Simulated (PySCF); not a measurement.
**P, P⁺: ionisation energy in cc-pV(T+d)Z**

Each state of phosphorus is computed at each level; their differences give the ionisation energy. How far do the methods differ?

Method: unrestricted determinants in a Gaussian basis, no spin-orbit coupling in the energies. Code: PySCF 2.14.0.

## Step 1: What is computed

```
Element                                   : phosphorus (Z = 15)
Basis                                     : cc-pV(T+d)Z (5s4p3d1f, 39 functions)
Hamiltonian                               : the non-relativistic Hamiltonian (point nucleus)
State 1                                   : P: [Ne] 3s2 3p3, high-spin 4S determinant
State 2                                   : P⁺: [Ne] 3s2 3p2, high-spin 3P determinant
Methods                                   : UHF, PBE, PBE0, MP2, CCSD(T)
Core shells frozen in the correlated runs : valence: [Ne] (for P)
```

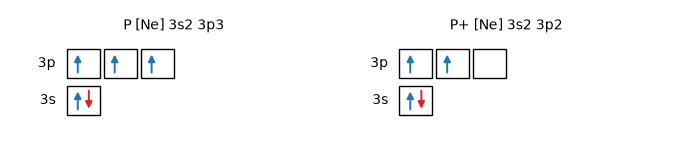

Outer shells as boxes.

The runs were made by one driver on top of PySCF. The scripts below sum up each run's settings (the driver also hands on starting orbitals that pick excited configurations, and frozen orbitals as a list rather than a count), and the logs come from the driver's own runs. The driver starts from symmetry-adapted Hartree-Fock orbitals, holds the occupation by maximum overlap and uses a logarithmic radial grid for functionals, so a plain start would take other cycles.

The driver's launch:

```console
> OMP_NUM_THREADS=1 python atomrun2.py TASK.json OUT
```

The integrals over 39 functions and the set-up took 0.06 s of CPU time.

## Step 2: P

**UHF**

input.py reads:

```python
from pyscf import gto, scf, dft, mp, cc
import basis_set_exchange as bse
mol = gto.M(atom="P 0 0 0", charge=0, spin=3, symmetry="D2h",
            basis=gto.basis.parse(bse.get_basis("cc-pV(T+d)Z", elements=["P"], fmt="nwchem", header=False)))
mf = scf.UHF(mol)
mf.irrep_nelec = {'Ag': (3, 3), 'B1u': (2, 1), 'B2u': (2, 1), 'B3u': (2, 1)}
mf.kernel()
```

**PBE**

Changes to input.py:

```diff
@@ -4,3 +4,3 @@
             basis=gto.basis.parse(bse.get_basis("cc-pV(T+d)Z", elements=["P"], fmt="nwchem", header=False)))
-mf = scf.UHF(mol)
+mf = dft.UKS(mol, xc="PBE")
 mf.irrep_nelec = {'Ag': (3, 3), 'B1u': (2, 1), 'B2u': (2, 1), 'B3u': (2, 1)}
```

**PBE0**

Changes to input.py:

```diff
@@ -4,3 +4,3 @@
             basis=gto.basis.parse(bse.get_basis("cc-pV(T+d)Z", elements=["P"], fmt="nwchem", header=False)))
-mf = dft.UKS(mol, xc="PBE")
+mf = dft.UKS(mol, xc="PBE0")
 mf.irrep_nelec = {'Ag': (3, 3), 'B1u': (2, 1), 'B2u': (2, 1), 'B3u': (2, 1)}
```

**MP2 (valence)**

Changes to input.py:

```diff
@@ -4,4 +4,5 @@
             basis=gto.basis.parse(bse.get_basis("cc-pV(T+d)Z", elements=["P"], fmt="nwchem", header=False)))
-mf = dft.UKS(mol, xc="PBE0")
+mf = scf.UHF(mol)
 mf.irrep_nelec = {'Ag': (3, 3), 'B1u': (2, 1), 'B2u': (2, 1), 'B3u': (2, 1)}
 mf.kernel()
+mp.UMP2(mf, frozen=5).kernel()
```

**CCSD(T) (valence)**

Changes to input.py:

```diff
@@ -7,2 +7,3 @@
 mf.kernel()
-mp.UMP2(mf, frozen=5).kernel()
+mycc = cc.CCSD(mf, frozen=5).run()
+mycc.ccsd_t()
```

## Step 3: P⁺, method by method

**UHF**

input.py reads:

```python
from pyscf import gto, scf, dft, mp, cc
import basis_set_exchange as bse
mol = gto.M(atom="P 0 0 0", charge=1, spin=2, symmetry="D2h",
            basis=gto.basis.parse(bse.get_basis("cc-pV(T+d)Z", elements=["P"], fmt="nwchem", header=False)))
mf = scf.UHF(mol)
mf.irrep_nelec = {'Ag': (3, 3), 'B1u': (2, 1), 'B2u': (2, 1), 'B3u': (1, 1)}
mf.kernel()
```

**PBE**

Changes to input.py:

```diff
@@ -4,3 +4,3 @@
             basis=gto.basis.parse(bse.get_basis("cc-pV(T+d)Z", elements=["P"], fmt="nwchem", header=False)))
-mf = scf.UHF(mol)
+mf = dft.UKS(mol, xc="PBE")
 mf.irrep_nelec = {'Ag': (3, 3), 'B1u': (2, 1), 'B2u': (2, 1), 'B3u': (1, 1)}
```

**PBE0**

Changes to input.py:

```diff
@@ -4,3 +4,3 @@
             basis=gto.basis.parse(bse.get_basis("cc-pV(T+d)Z", elements=["P"], fmt="nwchem", header=False)))
-mf = dft.UKS(mol, xc="PBE")
+mf = dft.UKS(mol, xc="PBE0")
 mf.irrep_nelec = {'Ag': (3, 3), 'B1u': (2, 1), 'B2u': (2, 1), 'B3u': (1, 1)}
```

**MP2 (valence)**

Changes to input.py:

```diff
@@ -4,4 +4,5 @@
             basis=gto.basis.parse(bse.get_basis("cc-pV(T+d)Z", elements=["P"], fmt="nwchem", header=False)))
-mf = dft.UKS(mol, xc="PBE0")
+mf = scf.UHF(mol)
 mf.irrep_nelec = {'Ag': (3, 3), 'B1u': (2, 1), 'B2u': (2, 1), 'B3u': (1, 1)}
 mf.kernel()
+mp.UMP2(mf, frozen=5).kernel()
```

**CCSD(T) (valence)**

Changes to input.py:

```diff
@@ -7,2 +7,3 @@
 mf.kernel()
-mp.UMP2(mf, frozen=5).kernel()
+mycc = cc.CCSD(mf, frozen=5).run()
+mycc.ccsd_t()
```

Q: Predict the outcome of this session.

As calculated:

| quantity | value |
| --- | --- |
| ionisation energy, P | UHF 9.912, CCSD(T) (valence) 10.458 eV; reference 10.526 |

Each level's miss and price (over 1 difference):

| method | mean absolute miss against the measured value (with the measured fine structure taken into account where it is known) (eV) | CPU time, both states (s) |
| --- | --- | --- |
| UHF | 0.614 | 0.2 |
| PBE | 0.041 | 0.36 |
| PBE0 | 0.005 | 0.36 |
| MP2 (valence) | 0.044 | 0.22 |
| SCS-MP2 (valence) | 0.218 | 0.22 |
| CCSD (valence) | 0.110 |  |
| CCSD(T) (valence) | 0.068 | 1.2 |

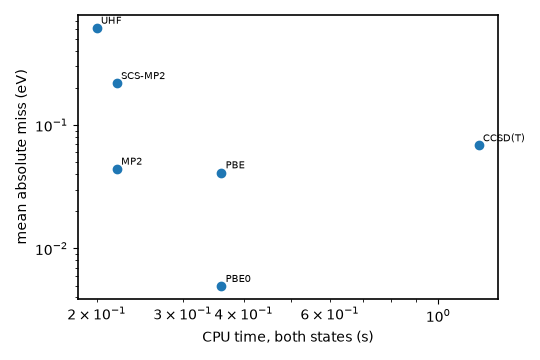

Miss against the measured value (with the measured fine structure taken into account where it is known) and CPU time.

In words: PBE0 lands nearest to the measured value (off by 0.00 eV); UHF misses by most (0.61 eV). Hartree-Fock falls short because the species with more electrons holds more correlation energy, which it lacks. PBE is off by -0.04 eV. The basis is finite, and no extrapolation was made. The dearest level timed, CCSD(T) (valence), costs 6 times the cheapest, UHF, and differs from the measured value (with the measured fine structure taken into account where it is known) by 0.07 against 0.61 eV.
